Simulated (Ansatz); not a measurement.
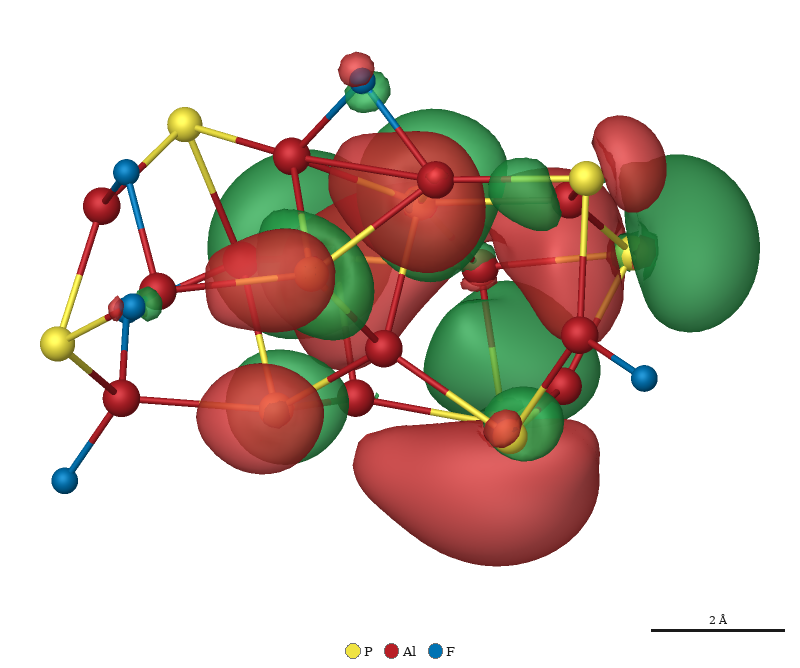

Figure 1: Al₁₂F₆P₁₀. One frontier orbital at ±0.05 Å⁻³ᐟ² (green and red are the two phases), seen from one side.

Geometry: PBE-D4/def2-SVP.

Computed with RKS PBE0-D4/def2-SVP in Ansatz 0.2.0.

```xyz
28

P     1.0181   -3.8708    0.0000
P    -2.4178    1.6074   -3.6303
P     0.1605   -1.9178   -4.4251
P    -0.9701   -1.0535   -1.1905
P    -0.9712    1.9227    0.5066
P     2.1011   -0.3166    0.9469
P     1.7270    1.7008   -2.5325
P    -1.8866   -1.9105    2.3440
P     0.4779    1.1509    4.2960
P     3.0578   -2.1840   -2.5389
Al   -2.2283    1.2085   -1.3685
Al   -2.0245   -0.2621    0.7685
Al    0.7371   -2.7569   -2.1600
Al    0.3859   -2.1173    1.4557
Al    2.6459   -2.2169   -0.2994
Al   -1.2690   -0.4490   -3.4364
Al   -0.2139    2.4539   -3.5406
Al    1.7593   -0.4790   -3.3780
Al    0.7116    0.6835   -0.6374
Al   -0.8853    2.4465    2.8314
Al    1.9460   -0.3705    3.2807
Al   -1.2528   -0.1387    3.6258
F    -3.5037    0.3915   -0.2623
F     1.1952   -2.0919    3.1736
F    -0.0576    3.8357   -4.4870
F    -1.2549    4.0282    3.2463
F     3.3860   -0.6251    4.1109
F    -2.3735    1.3309    3.3002
```

Which orbital is it: HOMO or LUMO?

Answer. The HOMO, at −6.58 eV. Its weight (Hirshfeld) is mainly on P10 (about 25 %), P1 (about 20 %), P3 (about 15 %), Al13 (about 10 %) and P4 (about 5 %).
